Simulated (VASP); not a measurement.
Band structure of BP (zinc blende). Computed with TPSS meta-GGA, VASP's PBE PAW potentials (set 64) (plane waves; VASP).

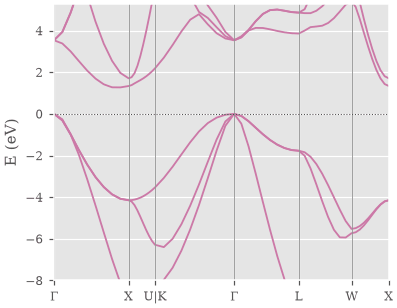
Figure. Bands along high-symmetry lines, zero at the valence-band maximum or, without a gap, the Fermi level

Q: Read the plot: is there a gap, and where are the band edges?

A: The gap is indirect, 1.27 eV, from the valence maximum at Γ to the conduction minimum at Γ-X at 0.89.

The compound is BP in the zinc blende structure. It was relaxed first.
